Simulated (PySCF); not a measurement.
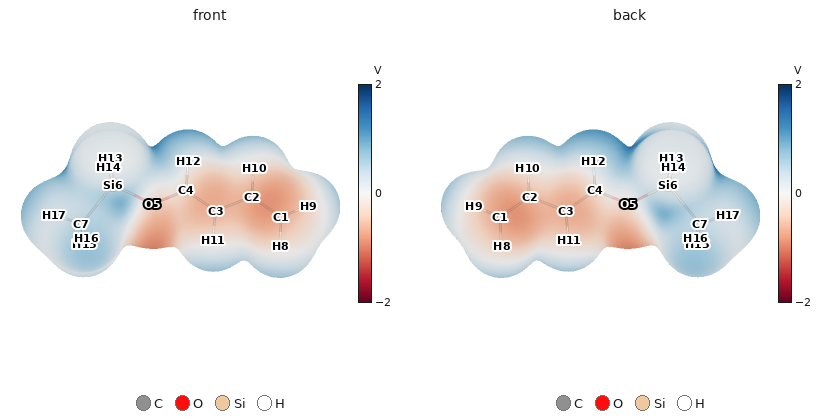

Figure. C$_{5}$H$_{10}$OSi (SMILES C=C/C=C/O[SiH2]C). The electrostatic potential painted on the density surface at 0.002 e/bohr³, seen from the front and from behind; red is negative and blue positive.

Geometry: GFN2-xTB.

The calculation used PySCF, wB97X-D/def2-SVPD, SCF density, gas phase.

```tsv
atom	x (Å)	y (Å)	z (Å)
C	3.6249	-0.2794	1.6556
C	2.8103	-0.0556	0.6288
C	1.3732	-0.1244	0.7146
C	0.5689	0.1032	-0.3260
O	-0.7686	0.0346	-0.2274
Si	-1.9461	0.2672	-1.3335
C	-3.5194	-0.0312	-0.3357
H	3.2444	-0.5305	2.6317
H	4.6947	-0.2201	1.5581
H	3.2150	0.1956	-0.3432
H	0.9394	-0.3728	1.6725
H	0.9643	0.3548	-1.3042
H	-1.8682	1.6306	-1.8716
H	-1.7912	-0.6842	-2.4404
H	-3.5508	-1.0366	0.0735
H	-3.6081	0.6645	0.4935
H	-4.3898	0.0965	-0.9703
```

Which sites attract a positive test charge, and which a negative one?

Answer. A positive charge is drawn to the negative regions and a negative charge to the positive ones. The most negative region (about −0.9 V) lies over C1, C2 and O5, the most positive (about +1.5 V) over Si6.
